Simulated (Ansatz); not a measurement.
**BF2H: density, localisation and related maps**

The calculation's input:

```
crystal:
  periodic: [false, false, false]
  atoms:
    - {symbol: B, position_ang: [-0.415189, 0.236141, 0.407125]}
    - {symbol: F, position_ang: [-0.733848, 1.507552, 0.563157]}
    - {symbol: F, position_ang: [0.820354, -0.060792, 0.049859]}
    - {symbol: H, position_ang: [-1.221196, -0.620480, 0.584000]}
basis:
  gaussian: {orbitals: def2-TZVPD}
output: {forces: true, orbitals: {seedname: orbitals}}
hamiltonian: {xc: pbe0}
```

Command:

```sh
ansatz run input.yaml --threads 1 --pin off --max-ram 2610MiB --events-out events.jsonl --progress --plain --runs-dir runs
```

Geometry: B3LYP/6-31G*.

Level of theory: isolated molecule in a Gaussian basis; Kohn-Sham density functional theory, functional PBE0 (Ansatz 0.2.0).

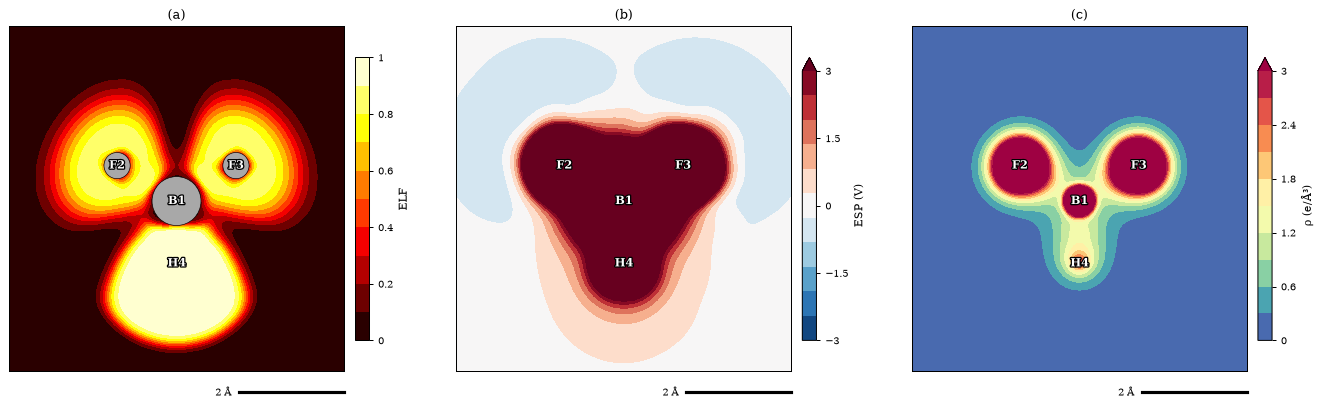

Figure 1. (a) electron localisation function; (b) molecular electrostatic potential; (c) total electron density on the molecular plane. Grey discs cover the atomic cores in the ELF map.

What do the fields say about this system?

Answer. Atoms in the plane: B, F and H.
B–F (1.32 Å): ρ at the midpoint is about 2.3 e/Å³; the ELF peaks at about 0.85 between the atoms; a shared but strongly polarised pair.
B–H (1.19 Å): ρ is about 1.3 e/Å³ halfway; the ELF climbs to about 1 towards the hydrogen, as it does in any bond to H (an ordinary covalent bond to hydrogen).
The ELF also peaks beside F3 and F2, away from the bonds: lone-pair regions.
Outside the dense part of the molecule the potential is most negative (−0.6 V) near F2 and F3.

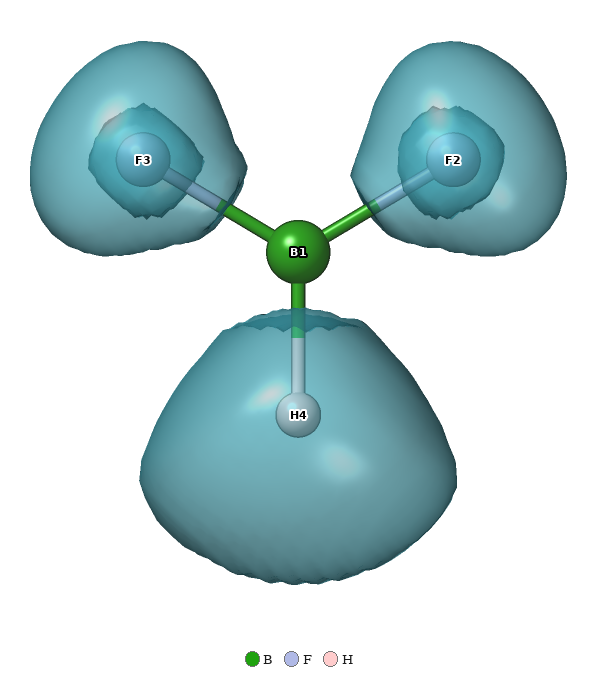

Figure 2. Isosurface of the ELF at 0.75 (cyan), seen across its widest extent. Core shells and regions of very low density are left out.

Where are the electrons localised?

Answer. The ELF exceeds this value in one region around a hydrogen nucleus and two regions on F in which the atom's valence shell and bonds are merged.

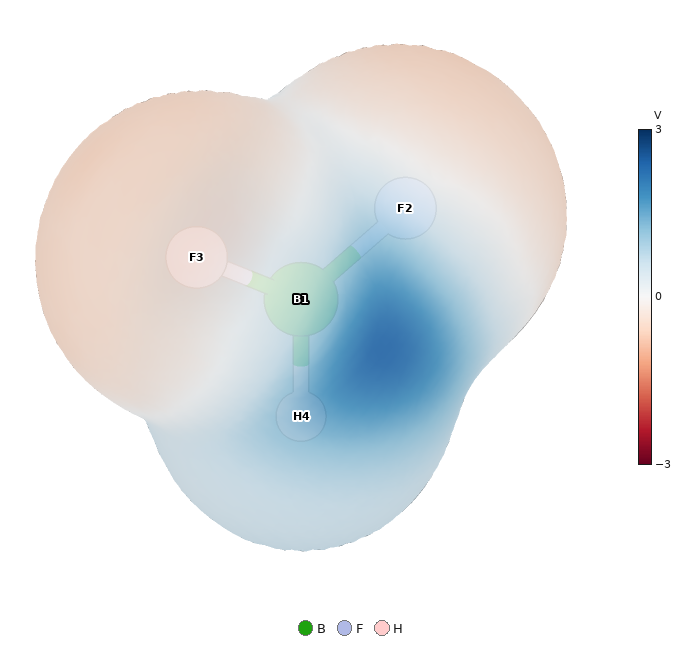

Figure 3. The electrostatic potential painted on the density surface at 0.002 e/bohr³, seen at a tilt; the colour scale runs from red (negative) to blue (positive).

Describe the electrostatic potential map.

Answer. The most negative region (about −0.6 V) lies over F2 and F3, the most positive (about +2.3 V) over B1.

How polar is the molecule by this calculation?

Answer. Its dipole moment is 0.92 D.
